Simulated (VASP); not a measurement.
Band structure of Sc (hcp). Level of theory: r2SCAN+rVV10, VASP's PBE PAW potentials (set 64) (plane waves; VASP).

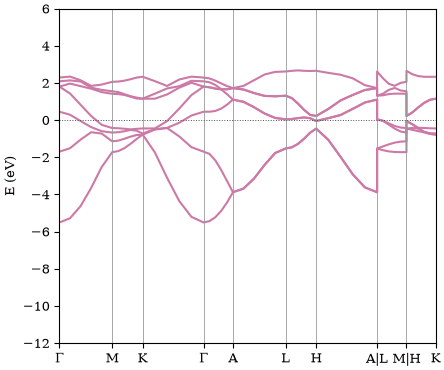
Fig. 1. Bands along high-symmetry lines, zero at the valence-band maximum or, without a gap, the Fermi level

**Question.** Read the plot: is there a gap, and where are the band edges?

**Answer.** It has no gap at this level: it comes out as a metal or semimetal.

The compound is Sc in the hcp structure. It was relaxed first.
